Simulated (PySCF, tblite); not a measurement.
# C4H13PSSi: geometry, infrared bands and NMR shifts

Aim: predict the infrared bands and NMR shifts of C4H13PSSi (`CCC[P@H](=S)C[SiH3]`).

Computed with tblite 0.8.0 and PySCF 2.14.0, with density-fitted response routines of our own, on a single molecule in the gas phase. Atoms are numbered from 0 throughout.

## (1) Starting geometry

20 atoms, charge 0, multiplicity 1; geometry from: force field or distance geometry start.

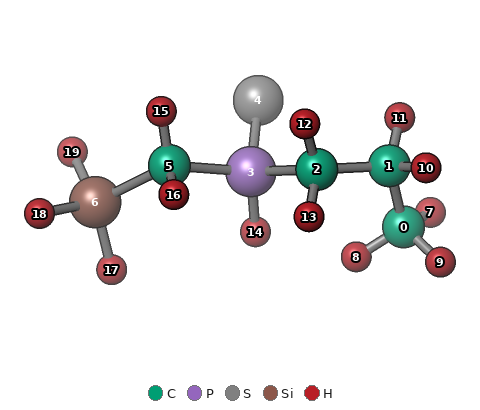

The starting geometry (carbon teal, phosphorus purple, sulfur grey, silicon brown, hydrogen red), atoms numbered.

## (2) Optimising the geometry with GFN2-xTB

The job: settings as JSON, then the geometry in Å.

```
{"job": {"kind": "relax", "xc": "GFN2-xTB", "basis": "xTB"}, "charge": 0, "multiplicity": 1}
C     -2.639000     0.710600    -0.638500
C     -2.269500    -0.714200    -0.450300
C     -0.964600    -0.822900     0.307600
P      0.421500    -0.004400    -0.557800
S      0.615800    -0.679000    -2.116500
C      1.886200    -0.443600     0.441900
Si     3.282300     0.766700     0.249600
H     -3.001200     0.913200    -1.669400
H     -1.815400     1.381400    -0.352500
H     -3.511200     0.944300     0.047200
H     -3.067200    -1.191100     0.185900
H     -2.251600    -1.229000    -1.439200
H     -0.663600    -1.883100     0.454500
H     -1.034900    -0.347100     1.313000
H      0.229300     1.383000    -0.659400
H      2.181000    -1.463500     0.181000
H      1.606700    -0.465600     1.522100
H      2.815500     2.136400     0.372500
H      4.191400     0.523500     1.409200
H      3.983400     0.495300    -1.013800
```

Command:

```console
> OMP_NUM_THREADS=1 python probes_run.py task.json out
```

This one command runs all jobs of the session in turn.

**Question.** This job is followed by: GFN2-xTB harmonic vibrations, gas phase; GIAO PBE0/pcSseg-1 NMR shielding, non-relativistic, gas phase. What will the session give for the following? strongest single infrared mode (GFN2-xTB); zero-point energy (GFN2-xTB); 13C shifts against TMS (PBE0/pcSseg-1); 1H shifts against TMS (PBE0/pcSseg-1, means over atoms taken as alike); 31P shifts against H3PO4 (PBE0/pcSseg-1); 33S shifts against CS2 (PBE0/pcSseg-1); 29Si shifts against TMS (PBE0/pcSseg-1).

The runs gave:

| quantity | value |
| --- | --- |
| strongest single infrared mode (GFN2-xTB) | 780 cm⁻¹, 392 km/mol |
| zero-point energy (GFN2-xTB) | 97.3 kcal/mol |
| 13C shifts against TMS (PBE0/pcSseg-1) | 41.4, 19.7, 16.3, 15.2 ppm |
| 1H shifts against TMS (PBE0/pcSseg-1, means over atoms taken as alike) | 7.03, 4.11, 2.37, 1.67, 1.63, 1.56, 1.08, 0.97, 0.94 ppm |
| 31P shifts against H3PO4 (PBE0/pcSseg-1) | -7.1 ppm |
| 33S shifts against CS2 (PBE0/pcSseg-1) | -292 ppm |
| 29Si shifts against TMS (PBE0/pcSseg-1) | -74.2 ppm |

Relaxing lowered the energy by 2.032 eV in 104 steps; the close pair that moved most is P3–S4, from 1.709 to 1.930 Å. All 54 modes are real, so the xTB geometry is a minimum. The strongest single mode, at 780 cm⁻¹, is carried by H17, H18, H19. Unscaled tight-binding wavenumbers are off by several per cent, some by more. Its intensities can rank the bands wrongly. At PBE0/pcSseg-1: The widest tensor belongs to S4: span 270 ppm, with a paramagnetic part of -264 ppm.
